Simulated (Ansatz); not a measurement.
# CH7AlSi2: vertical spin-state energies

Which spin state of CH7AlSi2 lies lowest at this geometry? A script is to give vertical spin-state energies; the system is CH7AlSi2. SMILES: [SiH3][SiH]1[CH2][AlH]1.

Program: Ansatz 0.2.0, driven from Python. Level of theory: r2SCAN/6-31G*. These are calculated values, not measurements.

### Step 1. The system

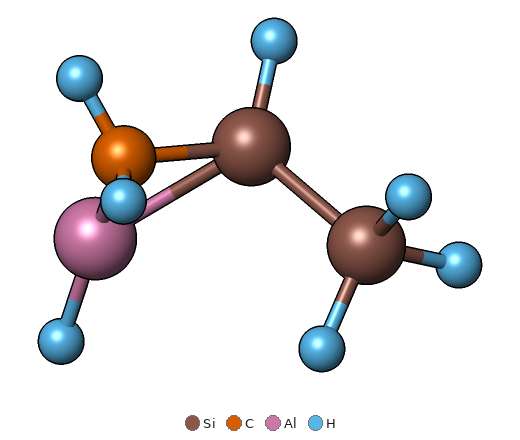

The starting structure, viewed from a chosen angle; silicon brown, carbon orange, aluminium pink, hydrogen blue.

The script holds or builds the structure itself.

### Step 2. Script

ch7alsi2_spin.py

```python
import ansatz
from ase import Atoms

atoms = Atoms(['Si', 'Si', 'C', 'Al', 'H', 'H', 'H', 'H', 'H', 'H', 'H'], positions=[
    (-1.3303, 1.2595, 0.0148),
    (-0.3676, -0.5866, 0.6277),
    (1.4471, -0.4835, 0.366),
    (0.9751, -1.6411, -1.1011),
    (-2.8112, 1.0406, -0.2101),
    (-1.1963, 2.3409, 1.0441),
    (-0.7595, 1.7794, -1.253),
    (-0.7221, -1.2839, 1.8425),
    (2.0632, -0.9758, 1.2202),
    (1.8432, 0.5198, 0.0979),
    (0.9239, -2.0263, -2.6282),
])
system = ansatz.Crystal.molecule_from_ase(atoms)

model = (
    system.calculation()
    .basis(gaussian='6-31G*')
    .functional('r2scan')
)
found = {}
for unpaired in [0, 2]:
    r = model.spin('collinear', total=unpaired).run().report
    s = unpaired / 2
    found[unpaired] = r['free_energy_ev']
    print(f'2S+1 = {unpaired + 1}: E = {found[unpaired]:.5f} eV, <S^2> = {abs(r["mean_field"]["state"]["spin_squared"]):.3f} (pure state {s * (s + 1):.2f})')
lowest = min(found, key=found.get)
for unpaired, e in found.items():
    print(f'multiplicity {unpaired + 1}: {23.060548 * (e - found[lowest]):.1f} kcal/mol above the lowest')
```

### Step 3. The calls as engine input

The package turns the script's settings into the engine's input (first run):

```yaml
crystal:
  periodic: [false, false, false]
  atoms:
    - { symbol: Si, position_ang: [-1.3303, 1.2595, 0.0148] }
    - { symbol: Si, position_ang: [-0.3676, -0.5866, 0.6277] }
    - { symbol: C, position_ang: [1.4471, -0.4835, 0.366] }
    - { symbol: Al, position_ang: [0.9751, -1.6411, -1.1011] }
    - { symbol: H, position_ang: [-2.8112, 1.0406, -0.2101] }
    - { symbol: H, position_ang: [-1.1963, 2.3409, 1.0441] }
    - { symbol: H, position_ang: [-0.7595, 1.7794, -1.253] }
    - { symbol: H, position_ang: [-0.7221, -1.2839, 1.8425] }
    - { symbol: H, position_ang: [2.0632, -0.9758, 1.2202] }
    - { symbol: H, position_ang: [1.8432, 0.5198, 0.0979] }
    - { symbol: H, position_ang: [0.9239, -2.0263, -2.6282] }
basis:
  gaussian:
    orbitals: "6-31G*"
hamiltonian:
  xc: r2scan
magnetization:
  spin_polarized: true
  initial_magnetization: 0.0
```

### Step 4. Launch

Command:

```console
$ python ch7alsi2_spin.py
```

Standard output:

```text
2S+1 = 1: E = -23496.56423 eV, <S^2> = 0.000 (pure state 0.00)
2S+1 = 3: E = -23495.44645 eV, <S^2> = 2.007 (pure state 2.00)
multiplicity 1: 0.0 kcal/mol above the lowest
multiplicity 3: 25.8 kcal/mol above the lowest
```

Wall time 32 s (1 thread of Arm Neoverse V1, shared host); peak memory 0.29 GiB.

### Step 5. Inputs of later runs

The engine's inputs for the other runs:

Run 2, against run 1:

```diff
@@ -22 +22 @@
-  initial_magnetization: 0.0
+  initial_magnetization: 2.0
```

Lines on the test bed's own set-up are left out of the output.

### Step 6. The runs side by side

The 2 runs, in the order started:

| run | 2S+1 | energy from run 1 (eV) | <S²> | SCF cycles | CPU time (s) |
| --- | --- | --- | --- | --- | --- |
| 1 | 1 | 0.0000 | 0.00 | 31 | 17 |
| 2 | 3 | 1.1178 | 2.01 | 25 | 15 |

### Step 7. What came out

| quantity | value |
| --- | --- |
| runs compared | 2 |
| lowest | run 1 (2S+1 = 1) |
| next above it by | 1.118 eV |

What this shows: In order: multiplicity 1 (+0.00 eV) and multiplicity 3 (+1.12 eV), all at the one geometry. The geometry is a force-field or estimated start, not a minimum of this method, and the basis set is short of its limit. All parts are taken at fixed geometry, without zero-point energy.
